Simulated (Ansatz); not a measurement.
Geometry relaxation of CH$_{5}$Al (part 1 of 2)

The run: geometry relaxation of CH$_{5}$Al. Method and program: RKS PBE0-D4/6-31G* (Ansatz 0.2.0).

It belongs to a series of runs on one base structure; here: end point B relaxed. Figures and captions count atoms from 1; the log counts them from 0 in places.

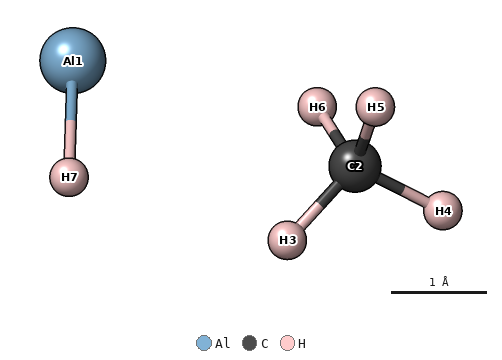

The input geometry (ball-and-stick view, seen at a tilt; atoms are numbered from 1 in the order of the input). Sticks mark near contacts. Bond lengths as drawn: Al–H 1.67 Å and C–H 1.09 to 1.10 Å.

### The input
```yaml
crystal:
  periodic: [false, false, false]
  atoms:
    - { symbol: Al, position_ang: [-0.137897, 0.140512, -1.088746] }
    - { symbol: C, position_ang: [1.495723, -0.041048, 1.624397] }
    - { symbol: H, position_ang: [0.526502, -0.540669, 1.707424] }
    - { symbol: H, position_ang: [2.156184, -0.408293, 2.414035] }
    - { symbol: H, position_ang: [1.357918, 1.037574, 1.739232] }
    - { symbol: H, position_ang: [1.968512, -0.254972, 0.651957] }
    - { symbol: H, position_ang: [-1.347141, 0.066896, 0.067701] }
basis:
  gaussian: { orbitals: "6-31G*" }
hamiltonian:
  xc: pbe0
  dispersion: d4
relax:
  f_tol: 0.03
  max_steps: 50
output:
  orbitals: {}
```

Launched with:
```bash
ansatz run input.yaml --threads 1 --pin off --max-ram 2048MiB --backend cpu --events-out ev --progress --plain --runs-dir out
```

### The program's output
```
The last accepted step is kept in [file] (removed where the run ends without a failure and the disk answers)
Engine: ansatz 0.2.0, x86_64-unknown-linux-gnu
Functional definition: PBE0
  parameter a = 0.25
  parameter kappa = 0.804
  parameter beta = 0.06672455060314922
  exchange = (1 - a)*pbe_x(kappa = kappa, mu = beta*pi^2/3) + a*exact_x
  correlation = pbe_c(beta = beta)
499 factors; integrals over basis functions are off by at most 5.5e-4 eV
mean field evaluation 1: about -7705.9741 eV, gradient 3.5e1 eV
mean field evaluation 2: about -7705.8266 eV, gradient 3.5e1 eV
mean field evaluation 4: about -7708.8940 eV, gradient 3.3e-1 eV
mean field evaluation 8: about -7708.8910 eV, gradient 1.2e-3 eV
mean field -7708.89097093 eV, -283.2965179076 hartree, gradient 5.2e-5 eV, S^2 0.000000; 0 other end points of the search recorded, 0 dependent functions left out
the calculation of the forces begins
reference -7708.89099633 eV, -283.2965188413 hartree; 12, 12 occupied and 32, 32 virtual orbitals, 499 factors
relax step   1: F+E_penalty+E_count = -7708.97049203 eV  Δ(F+E_penalty+E_count) = +0.000e0 eV  max|allowed force component| = 2.169e-1 eV/Å  Δτ_max = 0.0000 Å  (20 SCF iters, accepted)
these checks for a lower state are left out or cut short: starts, cluster_reference, orbital_swaps, neighbouring_geometries, increment
499 factors; integrals over basis functions are off by at most 5.4e-4 eV
mean field evaluation 16: about -7708.9100 eV, gradient 1.0e-5 eV
mean field -7708.91001727 eV, -283.2972178477 hartree, gradient 4.9e-5 eV, S^2 0.000000; 0 other end points of the search recorded, 0 dependent functions left out
the calculation of the forces begins
reference -7708.91004256 eV, -283.2972187773 hartree; 12, 12 occupied and 32, 32 virtual orbitals, 499 factors
relax step   2: F+E_penalty+E_count = -7708.98466398 eV  Δ(F+E_penalty+E_count) = -1.417e-2 eV  max|allowed force component| = 7.795e-2 eV/Å  Δτ_max = 0.1943 Å  (22 SCF iters, accepted)
these checks for a lower state are left out or cut short: starts, cluster_reference, orbital_swaps, neighbouring_geometries, increment
499 factors; integrals over basis functions are off by at most 5.4e-4 eV
mean field -7708.90847403 eV, -283.2971611349 hartree, gradient 8.5e-5 eV, S^2 0.000000; 0 other end points of the search recorded, 0 dependent functions left out
the calculation of the forces begins
reference -7708.90849905 eV, -283.2971620542 hartree; 12, 12 occupied and 32, 32 virtual orbitals, 499 factors
relax step   3: F+E_penalty+E_count = -7708.98309723 eV  Δ(F+E_penalty+E_count) = +1.567e-3 eV  max|allowed force component| = 3.482e-1 eV/Å  Δτ_max = 0.0812 Å  (22 SCF iters, rejected (line search))
these checks for a lower state are left out or cut short: starts, cluster_reference, orbital_swaps, neighbouring_geometries, increment
499 factors; integrals over basis functions are off by at most 5.4e-4 eV
mean field -7708.91182473 eV, -283.2972842706 hartree, gradient 5.9e-5 eV, S^2 0.000000; 0 other end points of the search recorded, 0 dependent functions left out
the calculation of the forces begins
reference -7708.91184991 eV, -283.2972851959 hartree; 12, 12 occupied and 32, 32 virtual orbitals, 499 factors
relax step   4: F+E_penalty+E_count = -7708.98632069 eV  Δ(F+E_penalty+E_count) = -1.657e-3 eV  max|allowed force component| = 2.466e-2 eV/Å  Δτ_max = 0.0401 Å  (21 SCF iters, accepted)
these checks for a lower state are left out or cut short: starts, cluster_reference, orbital_swaps, neighbouring_geometries, increment
499 factors; integrals over basis functions are off by at most 5.2e-4 eV
mean field evaluation 32: about -7708.9137 eV, gradient 3.5e-4 eV
mean field -7708.91371887 eV, -283.2973538792 hartree, gradient 2.6e-5 eV, S^2 0.000000; 0 other end points of the search recorded, 0 dependent functions left out
the calculation of the forces begins
reference -7708.91374399 eV, -283.2973548022 hartree; 12, 12 occupied and 32, 32 virtual orbitals, 499 factors
relax step   5: F+E_penalty+E_count = -7708.98813555 eV  Δ(F+E_penalty+E_count) = -1.815e-3 eV  max|allowed force component| = 1.960e-1 eV/Å  Δτ_max = 0.0976 Å  (23 SCF iters, accepted)
these checks for a lower state are left out or cut short: starts, cluster_reference, orbital_swaps, neighbouring_geometries, increment
499 factors; integrals over basis functions are off by at most 5.1e-4 eV
mean field -7708.91557834 eV, -283.2974222133 hartree, gradient 5.9e-5 eV, S^2 0.000000; 0 other end points of the search recorded, 0 dependent functions left out
the calculation of the forces begins
reference -7708.91560352 eV, -283.2974231387 hartree; 12, 12 occupied and 32, 32 virtual orbitals, 499 factors
relax step   6: F+E_penalty+E_count = -7708.99022763 eV  Δ(F+E_penalty+E_count) = -2.092e-3 eV  max|allowed force component| = 1.589e-1 eV/Å  Δτ_max = 0.0490 Å  (21 SCF iters, accepted)
these checks for a lower state are left out or cut short: starts, cluster_reference, orbital_swaps, neighbouring_geometries, increment
499 factors; integrals over basis functions are off by at most 4.8e-4 eV
mean field -7708.91761184 eV, -283.2974969429 hartree, gradient 1.4e-5 eV, S^2 0.000000; 0 other end points of the search recorded, 0 dependent functions left out
the calculation of the forces begins
reference -7708.91763727 eV, -283.2974978776 hartree; 12, 12 occupied and 32, 32 virtual orbitals, 499 factors
relax step   7: F+E_penalty+E_count = -7708.99332462 eV  Δ(F+E_penalty+E_count) = -3.097e-3 eV  max|allowed force component| = 7.768e-2 eV/Å  Δτ_max = 0.1016 Å  (23 SCF iters, accepted)
these checks for a lower state are left out or cut short: starts, cluster_reference, orbital_swaps, neighbouring_geometries, increment
499 factors; integrals over basis functions are off by at most 4.6e-4 eV
mean field -7708.91869132 eV, -283.2975366133 hartree, gradient 6.4e-5 eV, S^2 0.000000; 0 other end points of the search recorded, 0 dependent functions left out
the calculation of the forces begins
reference -7708.91871693 eV, -283.2975375543 hartree; 12, 12 occupied and 32, 32 virtual orbitals, 499 factors
relax step   8: F+E_penalty+E_count = -7708.99477699 eV  Δ(F+E_penalty+E_count) = -1.452e-3 eV  max|allowed force component| = 5.081e-2 eV/Å  Δτ_max = 0.0576 Å  (21 SCF iters, accepted)
these checks for a lower state are left out or cut short: starts, cluster_reference, orbital_swaps, neighbouring_geometries, increment
499 factors; integrals over basis functions are off by at most 4.4e-4 eV
mean field -7708.91965947 eV, -283.2975721922 hartree, gradient 7.0e-5 eV, S^2 0.000000; 0 other end points of the search recorded, 0 dependent functions left out
the calculation of the forces begins
reference -7708.91968517 eV, -283.2975731366 hartree; 12, 12 occupied and 32, 32 virtual orbitals, 499 factors
relax step   9: F+E_penalty+E_count = -7708.99539326 eV  Δ(F+E_penalty+E_count) = -6.163e-4 eV  max|allowed force component| = 5.511e-2 eV/Å  Δτ_max = 0.0650 Å  (21 SCF iters, accepted)
these checks for a lower state are left out or cut short: starts, cluster_reference, orbital_swaps, neighbouring_geometries, increment
499 factors; integrals over basis functions are off by at most 4.4e-4 eV
mean field -7708.91957730 eV, -283.2975691725 hartree, gradient 5.6e-5 eV, S^2 0.000000; 0 other end points of the search recorded, 0 dependent functions left out
the calculation of the forces begins
reference -7708.91960310 eV, -283.2975701204 hartree; 12, 12 occupied and 32, 32 virtual orbitals, 499 factors
relax step  10: F+E_penalty+E_count = -7708.99573631 eV  Δ(F+E_penalty+E_count) = -3.430e-4 eV  max|allowed force component| = 4.106e-2 eV/Å  Δτ_max = 0.0355 Å  (21 SCF iters, accepted)
these checks for a lower state are left out or cut short: starts, cluster_reference, orbital_swaps, neighbouring_geometries, increment
499 factors; integrals over basis functions are off by at most 4.4e-4 eV
mean field evaluation 64: about -7708.9200 eV, gradient 9.3e-4 eV
mean field -7708.91997298 eV, -283.2975837133 hartree, gradient 2.4e-5 eV, S^2 0.000000; 0 other end points of the search recorded, 0 dependent functions left out
the calculation of the forces begins
reference -7708.91999873 eV, -283.2975846596 hartree; 12, 12 occupied and 32, 32 virtual orbitals, 499 factors
relax step  11: F+E_penalty+E_count = -7708.99600955 eV  Δ(F+E_penalty+E_count) = -2.732e-4 eV  max|allowed force component| = 3.374e-3 eV/Å  Δτ_max = 0.0120 Å  (20 SCF iters, accepted)
```

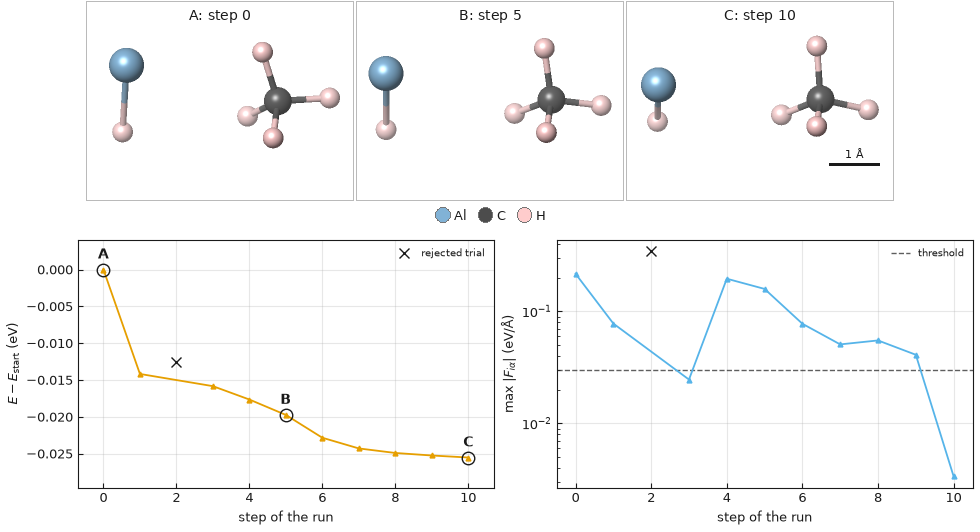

Frames of the relaxation (ball-and-stick view, seen at a tilt) above the curves, on which the letters mark them (the first geometry is step 0 here and step 1 in the log).

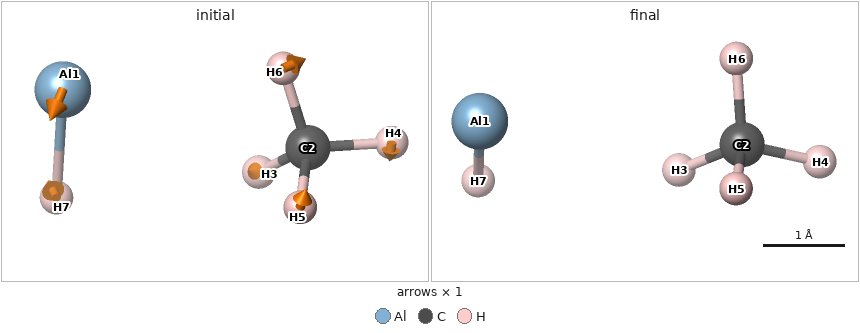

Before (left) and after (right) the relaxation, at one scale (ball-and-stick view, seen at a tilt). The orange arrows give the displacements, at true length. Over 10 geometry steps the energy falls by 0.026 eV. Largest force component: 0.22 eV/Å at the start, 0.0034 eV/Å at the end. The line search rejected the trial step at point 2 (counted from 0) and went back. The largest move after the best rigid fit is that of Al1, 0.46 Å. Largest moves by element: Al 0.46 Å, H 0.41 Å, C 0.07 Å. Among the contacts that change: C2–H6 1.102 → 1.093 Å. (Atoms are counted from 1 in the order of the input.)

```
499 factors; integrals over basis functions are off by at most 4.4e-4 eV
mean field -7708.91997298 eV, -283.2975837133 hartree, gradient 2.4e-5 eV, S^2 0.000000; 1 other end points of the search recorded, 0 dependent functions left out
the calculation of the forces begins
reference -7708.91999873 eV, -283.2975846596 hartree; 12, 12 occupied and 32, 32 virtual orbitals, 499 factors
Total energy: -7708.99603530 eV, -283.3003789522 hartree
Atom 0 at    -0.387946     0.509725    -1.023533 Å, force     0.002614     0.003374    -0.003324 eV/Å
Atom 1 at     1.568066    -0.036413     1.626157 Å, force    -0.000205     0.000410    -0.000062 eV/Å
Atom 2 at     0.531151    -0.379107     1.537499 Å, force    -0.000306     0.000260     0.000124 eV/Å
Atom 3 at     1.955035    -0.362335     2.595231 Å, force     0.000763    -0.000007     0.000705 eV/Å
Atom 4 at     1.614719     1.054496     1.570283 Å, force    -0.000118    -0.000311    -0.000398 eV/Å
Atom 5 at     2.182417    -0.467889     0.831396 Å, force    -0.000453    -0.000645     0.000071 eV/Å
Atom 6 at    -1.443642    -0.318477    -0.021034 Å, force    -0.002295    -0.003082     0.002884 eV/Å
Dipole moment:     0.025085    -0.040225     0.105644 e Å
```
